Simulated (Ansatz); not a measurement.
# CH₄ClFO₂Si: one species, many methods

How much do the methods differ for CH₄ClFO₂Si? The plan is to run it at one geometry with functionals of several rungs and with coupled cluster. The yardstick is the atomisation energy at the CCSD(T) limit.

The runs use Ansatz 0.2.0, Gaussian basis; functionals in def2-TZVPP, the program's frozen cores in correlated methods.

Plan: LDA (SPW92), PBE-D4, revPBE-D4, BLYP-D4, r2SCAN-D4, B97M-V, PBE0-D4, B3LYP-D4, r2SCANh-D4, r2SCAN0-D4, HSE06-D4, BHLYP-D4, CAM-B3LYP-D4, LC-ωPBE, ωB97X-V, ωB97M-V, B2PLYP, PBE-QIDH; CCSD(T)/def2-SVP; CCSD(T)/def2-TZVPP; MP2/def2-QZVPP; extrapolation to the limit; RPA on PBE.

### 1 The relaxed structure

An earlier PBE0-D4 in a triple-zeta def2 set relaxation fixed the geometry.

SMILES `CO[Si](O)(F)Cl`, 10 atoms, charge 0, spin multiplicity 1.

Atoms are counted from 1 here; the program's logs count them from 0.

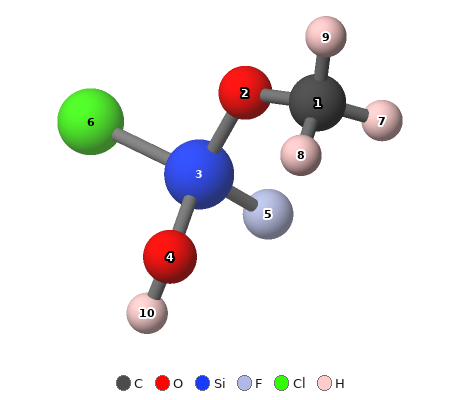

The geometry (carbon dark grey, oxygen red, silicon blue, fluorine light blue, chlorine green, hydrogen pink); atoms are numbered from 1 in the order of the file.

Coordinates:

```
C    -1.1853   -1.0041    0.5324
O    -0.5097    0.2165    0.7782
Si    0.7998    0.7360    0.0111
O     0.5556    0.6393   -1.5874
F     2.0749   -0.1315    0.3861
Cl    1.1806    2.6246    0.6303
H    -0.5805   -1.8547    0.8579
H    -1.4226   -1.1154   -0.5287
H    -2.1124   -0.9901    1.1052
H     1.2826    0.8282   -2.1821
```

### 2 LDA

This LDA is Slater exchange with PW92 correlation.

in.yaml

```yaml
crystal:
  periodic: [false, false, false]
  atoms:
    - {symbol: C, position_ang: [-1.185316, -1.004072, 0.532363]}
    - {symbol: O, position_ang: [-0.509739, 0.216533, 0.778169]}
    - {symbol: Si, position_ang: [0.799839, 0.736015, 0.011060]}
    - {symbol: O, position_ang: [0.555644, 0.639267, -1.587387]}
    - {symbol: F, position_ang: [2.074897, -0.131475, 0.386104]}
    - {symbol: Cl, position_ang: [1.180640, 2.624557, 0.630272]}
    - {symbol: H, position_ang: [-0.580458, -1.854722, 0.857941]}
    - {symbol: H, position_ang: [-1.422625, -1.115352, -0.528718]}
    - {symbol: H, position_ang: [-2.112401, -0.990056, 1.105207]}
    - {symbol: H, position_ang: [1.282619, 0.828205, -2.182113]}
basis:
  gaussian: {orbitals: def2-TZVPP}
hamiltonian: {xc: lda}
output: {orbitals: {seedname: orbitals}}
```

On the command line:

```
ansatz run in.yaml --threads 4 --pin off --events-out ev --progress --plain --max-ram 10444MiB
```

The program printed:

```text
Functional definition: SPW92
  name "SPW92"
  cite "Dirac, Proc. Camb. Phil. Soc. 26, 376 (1930) doi:10.1017/S0305004100016108"
  cite "Slater, Phys. Rev. 81, 385 (1951) doi:10.1103/PhysRev.81.385"
  cite "Perdew & Wang, Phys. Rev. B 45, 13244 (1992) doi:10.1103/PhysRevB.45.13244"
  exchange = slater_x
  correlation = pw_c
1456 factors; their error is unknown
mean field evaluation 1: about -28181.3422 eV, gradient 9.0e1 eV
mean field evaluation 2: about -28135.5145 eV, gradient 1.8e2 eV
mean field evaluation 4: about -28194.9349 eV, gradient 1.4e1 eV
mean field evaluation 8: about -28195.2052 eV, gradient 1.3e-1 eV
mean field evaluation 16: about -28195.1706 eV, gradient 2.3e-4 eV
mean field -28195.17060346 eV, -1036.1534083040 hartree, gradient 7.3e-5 eV, S^2 0.000000; 0 other end points of the search recorded, 0 dependent functions left out
reference -28195.17064223 eV, -1036.1534097287 hartree; 33, 33 occupied and 231, 231 virtual orbitals, 1456 factors
Total energy: -28195.17064223 eV, -1036.1534097287 hartree
```

Wall time 1.4 s (4 threads of Arm Neoverse V1, shared host).

With the free atoms at this level, -28146.791 eV in sum, the atomisation energy is 48.379 eV. HOMO -7.48 eV, LUMO -0.66 eV.

### 3 PBE-D4 (GGA)

in.yaml: that of step 2 with these lines changed.

```diff
@@ -15,3 +15,3 @@
   gaussian: {orbitals: def2-TZVPP}
-hamiltonian: {xc: lda}
-output: {orbitals: {seedname: orbitals}}
+hamiltonian: {xc: pbe, dispersion: d4}
+output: {forces: true, orbitals: {seedname: orbitals}}
```

The command is unchanged.

The program printed, cut to the lines that bear on the results:

```text
Functional definition: PBE
  name "PBE"
  cite "Perdew, Burke & Ernzerhof, Phys. Rev. Lett. 77, 3865 (1996) doi:10.1103/PhysRevLett.77.3865"
  parent pbe
[...]
1456 factors; their error is unknown
[...]
mean field -28305.90200747 eV, -1040.2227123451 hartree, gradient 3.0e-5 eV, S^2 0.000000; 0 other end points of the search recorded, 0 dependent functions left out
[...]
reference -28305.90204959 eV, -1040.2227138931 hartree; 33, 33 occupied and 231, 231 virtual orbitals, 1456 factors
Total energy: -28306.14903926 eV, -1040.2317905958 hartree
Atom 0 at    -1.185316    -1.004072     0.532363 Å, force    -0.096502    -0.183164    -0.039257 eV/Å
Atom 1 at    -0.509739     0.216533     0.778169 Å, force    -0.276513     0.254054     0.371348 eV/Å
Atom 2 at     0.799839     0.736015     0.011060 Å, force     0.036572     0.300674     0.012896 eV/Å
Atom 3 at     0.555644     0.639267    -1.587387 Å, force    -0.447915    -0.118381    -0.329671 eV/Å
Atom 4 at     2.074897    -0.131475     0.386104 Å, force     0.575141    -0.392766     0.186891 eV/Å
Atom 5 at     1.180640     2.624557     0.630272 Å, force     0.046083     0.324386     0.119881 eV/Å
Atom 6 at    -0.580458    -1.854722     0.857941 Å, force     0.112410    -0.204070     0.064205 eV/Å
Atom 7 at    -1.422625    -1.115352    -0.528718 Å, force    -0.065520    -0.050257    -0.225949 eV/Å
Atom 8 at    -2.112401    -0.990056     1.105207 Å, force    -0.208481    -0.015726     0.119040 eV/Å
Atom 9 at     1.282619     0.828205    -2.182113 Å, force     0.324725     0.085249    -0.279383 eV/Å
Dipole moment:    -0.083870    -0.238077    -0.299398 e Å
```

Run time: 2.8 s. Hardware: 4 threads of Arm Neoverse V1, shared host.

With the free atoms at this level, -28263.493 eV in sum, the atomisation energy is 42.656 eV. HOMO -7.33 eV, LUMO -0.44 eV.

### 4 revPBE-D4 (GGA)

in.yaml: that of step 3 with these lines changed.

```diff
@@ -15,3 +15,3 @@
   gaussian: {orbitals: def2-TZVPP}
-hamiltonian: {xc: pbe, dispersion: d4}
-output: {forces: true, orbitals: {seedname: orbitals}}
+hamiltonian: {xc: {name: revPBE}, dispersion: d4}
+output: {orbitals: {seedname: orbitals}}
```

Same command.

The program printed:

```text
Functional definition: revPBE
  name "revPBE"
  cite "Zhang & Yang, Phys. Rev. Lett. 80, 890 (1998) doi:10.1103/PhysRevLett.80.890"
  cite "Perdew, Burke & Ernzerhof, Phys. Rev. Lett. 77, 3865 (1996) doi:10.1103/PhysRevLett.77.3865"
  parameter kappa = 1.245
  parameter beta = 0.06672455060314922
  exchange = pbe_x(kappa = kappa, mu = beta*pi^2/3)
  correlation = pbe_c(beta = beta)
1456 factors; their error is unknown
mean field evaluation 1: about -28303.5005 eV, gradient 8.9e1 eV
mean field evaluation 2: about -28263.4325 eV, gradient 1.7e2 eV
mean field evaluation 4: about -28316.4330 eV, gradient 1.2e1 eV
mean field evaluation 8: about -28316.6532 eV, gradient 1.1e-1 eV
mean field evaluation 16: about -28316.6179 eV, gradient 3.5e-4 eV
mean field -28316.61788114 eV, -1040.6165134390 hartree, gradient 3.9e-5 eV, S^2 0.000000; 0 other end points of the search recorded, 0 dependent functions left out
reference -28316.61793397 eV, -1040.6165153806 hartree; 33, 33 occupied and 231, 231 virtual orbitals, 1456 factors
Total energy: -28317.35879497 eV, -1040.6437415198 hartree
```

Wall time 2.3 s (4 threads of Arm Neoverse V1, shared host).

With the free atoms at this level, -28275.921 eV in sum, the atomisation energy is 41.438 eV. HOMO -7.27 eV, LUMO -0.33 eV.

### 5 BLYP-D4 (GGA)

in.yaml: that of step 4 with these lines changed.

```diff
@@ -15,3 +15,3 @@
   gaussian: {orbitals: def2-TZVPP}
-hamiltonian: {xc: {name: revPBE}, dispersion: d4}
+hamiltonian: {xc: {name: BLYP}, dispersion: d4}
 output: {orbitals: {seedname: orbitals}}
```

Same command.

The program printed:

```text
Functional definition: BLYP
  name "BLYP"
  cite "Becke, Phys. Rev. A 38, 3098 (1988) doi:10.1103/PhysRevA.38.3098"
  cite "Lee, Yang & Parr, Phys. Rev. B 37, 785 (1988) doi:10.1103/PhysRevB.37.785"
  parameter beta = 0.0042
  parameter a = 0.04918
  parameter b = 0.132
  parameter c = 0.2533
  parameter d = 0.349
  exchange = b88_x(beta = beta)
  correlation = lyp_c(a = a, b = b, c = c, d = d)
1456 factors; their error is unknown
mean field evaluation 1: about -28306.5371 eV, gradient 9.7e1 eV
mean field evaluation 2: about -28254.1228 eV, gradient 1.9e2 eV
mean field evaluation 4: about -28321.6229 eV, gradient 1.5e1 eV
mean field evaluation 8: about -28321.9634 eV, gradient 1.3e-1 eV
mean field evaluation 16: about -28321.9275 eV, gradient 3.8e-4 eV
mean field -28321.92751893 eV, -1040.8116390286 hartree, gradient 3.6e-5 eV, S^2 0.000000; 0 other end points of the search recorded, 0 dependent functions left out
reference -28321.92789878 eV, -1040.8116529879 hartree; 33, 33 occupied and 231, 231 virtual orbitals, 1456 factors
Total energy: -28322.47108639 eV, -1040.8316147645 hartree
```

It took 2.6 s on 4 threads of Arm Neoverse V1, shared host.

Atomisation energy: 41.795 eV (free atoms -28280.676 eV, run apart). HOMO -7.24 eV, LUMO -0.45 eV.

### 6 r2SCAN-D4 (meta-GGA)

in.yaml: that of step 5 with these lines changed.

```diff
@@ -15,3 +15,3 @@
   gaussian: {orbitals: def2-TZVPP}
-hamiltonian: {xc: {name: BLYP}, dispersion: d4}
-output: {orbitals: {seedname: orbitals}}
+hamiltonian: {xc: r2scan, dispersion: d4}
+output: {forces: true, orbitals: {seedname: orbitals}}
```

Launched as before.

The program printed, cut to the lines that bear on the results:

```text
Functional definition: r2SCAN
  name "r2SCAN"
  cite "Furness, Kaplan, Ning, Perdew & Sun, J. Phys. Chem. Lett. 11, 8208 (2020) doi:10.1021/acs.jpclett.0c02405"
  cite "Furness, Kaplan, Ning, Perdew & Sun, J. Phys. Chem. Lett. 11, 9248 (2020) doi:10.1021/acs.jpclett.0c03077"
  parent r2scan
[...]
1456 factors; their error is unknown
[...]
mean field -28318.44856436 eV, -1040.6837898065 hartree, gradient 2.8e-5 eV, S^2 0.000000; 0 other end points of the search recorded, 0 dependent functions left out
[...]
reference -28318.44857587 eV, -1040.6837902295 hartree; 33, 33 occupied and 231, 231 virtual orbitals, 1456 factors
Total energy: -28318.50906998 eV, -1040.6860133469 hartree
Atom 0 at    -1.185316    -1.004072     0.532363 Å, force    -0.148222    -0.268202    -0.058590 eV/Å
Atom 1 at    -0.509739     0.216533     0.778169 Å, force     0.078272     0.258762     0.091382 eV/Å
Atom 2 at     0.799839     0.736015     0.011060 Å, force     0.021791     0.015721    -0.007709 eV/Å
Atom 3 at     0.555644     0.639267    -1.587387 Å, force    -0.046882    -0.020278    -0.051709 eV/Å
Atom 4 at     2.074897    -0.131475     0.386104 Å, force     0.053905    -0.050490     0.025964 eV/Å
Atom 5 at     1.180640     2.624557     0.630272 Å, force     0.008708     0.059804     0.026117 eV/Å
Atom 6 at    -0.580458    -1.854722     0.857941 Å, force    -0.001166     0.004547    -0.002795 eV/Å
Atom 7 at    -1.422625    -1.115352    -0.528718 Å, force     0.001351     0.000322     0.007040 eV/Å
Atom 8 at    -2.112401    -0.990056     1.105207 Å, force     0.016251    -0.004595    -0.011229 eV/Å
Atom 9 at     1.282619     0.828205    -2.182113 Å, force     0.015992     0.004410    -0.018470 eV/Å
Dipole moment:    -0.085390    -0.249104    -0.306511 e Å
```

Run time: 6 s. Hardware: 4 threads of Arm Neoverse V1, shared host.

Atomisation energy: 42.186 eV (free atoms -28276.323 eV, run apart). HOMO -7.70 eV, LUMO 0.21 eV.

### 7 B97M-V (meta-GGA)

in.yaml: that of step 6 with these lines changed.

```diff
@@ -15,3 +15,3 @@
   gaussian: {orbitals: def2-TZVPP}
-hamiltonian: {xc: r2scan, dispersion: d4}
-output: {forces: true, orbitals: {seedname: orbitals}}
+hamiltonian: {xc: {name: B97M-V}}
+output: {orbitals: {seedname: orbitals}}
```

Same command.

The program printed, cut to the lines that bear on the results:

```text
Functional definition: B97M-V
  name "B97M-V"
  cite "Mardirossian & Head-Gordon, J. Chem. Phys. 142, 074111 (2015) doi:10.1063/1.4907719"
  cite "Becke, J. Chem. Phys. 107, 8554 (1997) doi:10.1063/1.475007"
  cite "Vydrov & Van Voorhis, J. Chem. Phys. 133, 244103 (2010) doi:10.1063/1.3521275"
  # Of w^i u^j: cxij and so on, Table III.
[...]
  gx(w, u) = cx00 + cx01*u + cx02*u^2 + (cx10 + cx11*u)*w
  gss(w, u) = css00 + css02*u^2 + css10*w + (css32*w^3 + css42*w^4)*u^2
  gos(w, u) = cos00 + cos01*u + cos03*u^3 + cos10*w + cos32*w^3*u^2
[...]
      + integral(e_c_pw_mod_opposite_spin*gos(b97_w_opposite, b97_u_opposite)) + vv10(b, c)
1456 factors; their error is unknown
[...]
mean field -28316.20465281 eV, -1040.6013275778 hartree, gradient 4.5e-5 eV, S^2 0.000000; 0 other end points of the search recorded, 0 dependent functions left out
reference -28316.20471168 eV, -1040.6013297413 hartree; 33, 33 occupied and 231, 231 virtual orbitals, 1456 factors
Total energy: -28316.20471168 eV, -1040.6013297413 hartree
```

Wall time 11 s (4 threads of Arm Neoverse V1, shared host).

With the free atoms at this level, -28274.077 eV in sum, the atomisation energy is 42.128 eV. HOMO -7.81 eV, LUMO -0.12 eV.

### 8 PBE0-D4 (hybrid)

in.yaml: that of step 7 with these lines changed.

```diff
@@ -15,3 +15,3 @@
   gaussian: {orbitals: def2-TZVPP}
-hamiltonian: {xc: {name: B97M-V}}
+hamiltonian: {xc: pbe0, dispersion: d4}
 output: {orbitals: {seedname: orbitals}}
```

Its log isn't repeated here (it stands with the study of this molecule's fields); it ends on a total energy of -28308.109990 eV.

With the free atoms at this level, -28266.366 eV in sum, the atomisation energy is 41.744 eV. HOMO -8.97 eV, LUMO 0.50 eV.

### 9 B3LYP-D4 (hybrid)

B3LYP here takes the VWN-RPA correlation.

in.yaml: that of step 8 with these lines changed.

```diff
@@ -15,3 +15,3 @@
   gaussian: {orbitals: def2-TZVPP}
-hamiltonian: {xc: pbe0, dispersion: d4}
-output: {orbitals: {seedname: orbitals}}
+hamiltonian: {xc: {name: B3LYP}, dispersion: d4}
+output: {forces: true, orbitals: {seedname: orbitals}}
```

Launched as before.

The program printed, cut to the lines that bear on the results:

```text
Functional definition: B3LYP
  name "B3LYP"
  cite "Stephens, Devlin, Chabalowski & Frisch, J. Phys. Chem. 98, 11623 (1994) doi:10.1021/j100096a001"
  cite "Becke, Phys. Rev. A 38, 3098 (1988) doi:10.1103/PhysRevA.38.3098"
  cite "Lee, Yang & Parr, Phys. Rev. B 37, 785 (1988) doi:10.1103/PhysRevB.37.785"
  cite "Vosko, Wilk & Nusair, Can. J. Phys. 58, 1200 (1980) doi:10.1139/p80-159"
[...]
1478 factors; their error is unknown
[...]
mean field -28324.58072418 eV, -1040.9091425231 hartree, gradient 4.4e-5 eV, S^2 0.000000; 0 other end points of the search recorded, 0 dependent functions left out
[...]
reference -28324.58100137 eV, -1040.9091527098 hartree; 33, 33 occupied and 231, 231 virtual orbitals, 1478 factors
Total energy: -28324.98004154 eV, -1040.9238171657 hartree
Atom 0 at    -1.185316    -1.004072     0.532363 Å, force    -0.232665    -0.326960    -0.026658 eV/Å
Atom 1 at    -0.509739     0.216533     0.778169 Å, force     0.055386     0.183266     0.078564 eV/Å
Atom 2 at     0.799839     0.736015     0.011060 Å, force    -0.057560     0.048954     0.030171 eV/Å
Atom 3 at     0.555644     0.639267    -1.587387 Å, force     0.000155    -0.008561    -0.145217 eV/Å
Atom 4 at     2.074897    -0.131475     0.386104 Å, force     0.175471    -0.138211     0.052792 eV/Å
Atom 5 at     1.180640     2.624557     0.630272 Å, force     0.046785     0.223251     0.067913 eV/Å
Atom 6 at    -0.580458    -1.854722     0.857941 Å, force    -0.037732     0.038256    -0.019727 eV/Å
Atom 7 at    -1.422625    -1.115352    -0.528718 Å, force     0.007725    -0.002694     0.061657 eV/Å
Atom 8 at    -2.112401    -0.990056     1.105207 Å, force     0.047706    -0.014155    -0.036091 eV/Å
Atom 9 at     1.282619     0.828205    -2.182113 Å, force    -0.005271    -0.003146    -0.063405 eV/Å
Dipole moment:    -0.087180    -0.246293    -0.305546 e Å
```

It took 6 s on 4 threads of Arm Neoverse V1, shared host; peak memory 0.82 GiB.

With the free atoms at this level, -28283.240 eV in sum, the atomisation energy is 41.741 eV. HOMO -8.71 eV, LUMO 0.12 eV.

### 10 r2SCANh-D4 (hybrid)

in.yaml: that of step 9 with these lines changed.

```diff
@@ -15,3 +15,3 @@
   gaussian: {orbitals: def2-TZVPP}
-hamiltonian: {xc: {name: B3LYP}, dispersion: d4}
-output: {forces: true, orbitals: {seedname: orbitals}}
+hamiltonian: {xc: {name: r2SCANh}, dispersion: d4}
+output: {orbitals: {seedname: orbitals}}
```

The command is unchanged.

The program printed, cut to the lines that bear on the results:

```text
Functional definition: r2SCANh
  name "r2SCANh"
  cite "Bursch, Neugebauer, Ehlert & Grimme, J. Chem. Phys. 156, 134105 (2022) doi:10.1063/5.0086040"
  cite "Furness, Kaplan, Ning, Perdew & Sun, J. Phys. Chem. Lett. 11, 8208 (2020) doi:10.1021/acs.jpclett.0c02405"
  cite "Furness, Kaplan, Ning, Perdew & Sun, J. Phys. Chem. Lett. 11, 9248 (2020) doi:10.1021/acs.jpclett.0c03077"
  parent r2scan
[...]
1456 factors; their error is unknown
[...]
mean field -28317.94367971 eV, -1040.6652356379 hartree, gradient 6.4e-5 eV, S^2 0.000000; 0 other end points of the search recorded, 0 dependent functions left out
reference -28317.94369022 eV, -1040.6652360239 hartree; 33, 33 occupied and 231, 231 virtual orbitals, 1456 factors
Total energy: -28318.00811189 eV, -1040.6676034767 hartree
```

Wall time 6.5 s (4 threads of Arm Neoverse V1, shared host); peak memory 0.78 GiB.

Atomisation energy: 41.827 eV (free atoms -28276.181 eV, run apart). HOMO -8.31 eV, LUMO 0.50 eV.

### 11 r2SCAN0-D4 (hybrid)

in.yaml: that of step 10 with these lines changed.

```diff
@@ -15,3 +15,3 @@
   gaussian: {orbitals: def2-TZVPP}
-hamiltonian: {xc: {name: r2SCANh}, dispersion: d4}
+hamiltonian: {xc: {name: r2SCAN0}, dispersion: d4}
 output: {orbitals: {seedname: orbitals}}
```

Launched as before.

The program printed, cut to the lines that bear on the results:

```text
Functional definition: r2SCAN0
  name "r2SCAN0"
  cite "Bursch, Neugebauer, Ehlert & Grimme, J. Chem. Phys. 156, 134105 (2022) doi:10.1063/5.0086040"
  cite "Furness, Kaplan, Ning, Perdew & Sun, J. Phys. Chem. Lett. 11, 8208 (2020) doi:10.1021/acs.jpclett.0c02405"
  cite "Furness, Kaplan, Ning, Perdew & Sun, J. Phys. Chem. Lett. 11, 9248 (2020) doi:10.1021/acs.jpclett.0c03077"
  parent r2scan
[...]
1490 factors; their error is unknown
[...]
mean field -28317.22337967 eV, -1040.6387650996 hartree, gradient 7.2e-5 eV, S^2 0.000000; 0 other end points of the search recorded, 0 dependent functions left out
reference -28317.22338869 eV, -1040.6387654311 hartree; 33, 33 occupied and 231, 231 virtual orbitals, 1490 factors
Total energy: -28317.29464256 eV, -1040.6413839626 hartree
```

It took 6 s on 4 threads of Arm Neoverse V1, shared host; peak memory 0.79 GiB.

With the free atoms at this level, -28275.986 eV in sum, the atomisation energy is 41.309 eV. HOMO -9.22 eV, LUMO 0.92 eV.

### 12 HSE06-D4 (hybrid)

HSE06 is the plane-wave form, built on full-range PBE exchange.

in.yaml: that of step 11 with these lines changed.

```diff
@@ -15,3 +15,3 @@
   gaussian: {orbitals: def2-TZVPP}
-hamiltonian: {xc: {name: r2SCAN0}, dispersion: d4}
+hamiltonian: {xc: hse06, dispersion: d4}
 output: {orbitals: {seedname: orbitals}}
```

Launched as before.

The program printed, cut to the lines that bear on the results:

```text
Functional definition: HSE06
  name "HSE06"
  cite "Heyd, Scuseria & Ernzerhof, J. Chem. Phys. 118, 8207 (2003) doi:10.1063/1.1564060"
  cite "Krukau, Vydrov, Izmaylov & Scuseria, J. Chem. Phys. 125, 224106 (2006) doi:10.1063/1.2404663"
  cite "Heyd & Scuseria, J. Chem. Phys. 120, 7274 (2004) doi:10.1063/1.1668634"
  cite "Ernzerhof & Perdew, J. Chem. Phys. 109, 3313 (1998) doi:10.1063/1.476928"
  cite "Perdew, Burke & Ernzerhof, Phys. Rev. Lett. 77, 3865 (1996) doi:10.1103/PhysRevLett.77.3865"
  parent pbe
[...]
  # The whole range is PBE's own exchange, as in plane waves. The composition of these papers is wPBEh.
[...]
1490 factors; their error is unknown
105 factors; integrals over basis functions are off by at most 3.6e-7 eV
[...]
mean field -28307.16652598 eV, -1040.2691825431 hartree, gradient 6.3e-5 eV, S^2 0.000000; 0 other end points of the search recorded, 0 dependent functions left out
reference -28307.16656638 eV, -1040.2691840279 hartree; 33, 33 occupied and 231, 231 virtual orbitals, 1490 factors
Total energy: -28307.36126743 eV, -1040.2763391593 hartree
```

It took 3.9 s on 4 threads of Arm Neoverse V1, shared host; peak memory 0.8 GiB.

Atomisation energy: 41.776 eV (free atoms -28265.585 eV, run apart). HOMO -8.56 eV, LUMO 0.12 eV.

### 13 BHLYP-D4 (hybrid)

in.yaml: that of step 12 with these lines changed.

```diff
@@ -15,3 +15,3 @@
   gaussian: {orbitals: def2-TZVPP}
-hamiltonian: {xc: hse06, dispersion: d4}
+hamiltonian: {xc: {name: BHLYP}, dispersion: d4}
 output: {orbitals: {seedname: orbitals}}
```

Same command.

The program printed:

```text
Functional definition: BHLYP
  name "BHLYP"
  cite "Becke, J. Chem. Phys. 98, 1372 (1993) doi:10.1063/1.464304"
  cite "Becke, Phys. Rev. A 38, 3098 (1988) doi:10.1103/PhysRevA.38.3098"
  cite "Lee, Yang & Parr, Phys. Rev. B 37, 785 (1988) doi:10.1103/PhysRevB.37.785"
  parameter a = 0.5
  exchange = (1 - a)*b88_x + a*exact_x
  correlation = lyp_c
1640 factors; their error is unknown
mean field evaluation 1: about -28313.1376 eV, gradient 6.6e1 eV
mean field evaluation 2: about -28311.7486 eV, gradient 7.3e1 eV
mean field evaluation 4: about -28319.9969 eV, gradient 2.1e0 eV
mean field evaluation 8: about -28320.0040 eV, gradient 2.7e-2 eV
mean field evaluation 16: about -28320.1664 eV, gradient 1.1e-4 eV
mean field -28320.16642160 eV, -1040.7469198955 hartree, gradient 2.7e-5 eV, S^2 0.000000; 0 other end points of the search recorded, 0 dependent functions left out
reference -28320.16660559 eV, -1040.7469266572 hartree; 33, 33 occupied and 231, 231 virtual orbitals, 1640 factors
Total energy: -28320.47229325 eV, -1040.7581604713 hartree
```

It took 4 s on 4 threads of Arm Neoverse V1, shared host; peak memory 0.79 GiB.

Atomisation energy: 40.387 eV (free atoms -28280.085 eV, run apart). HOMO -10.52 eV, LUMO 1.19 eV.

(Part 1 of 2 ends here.)
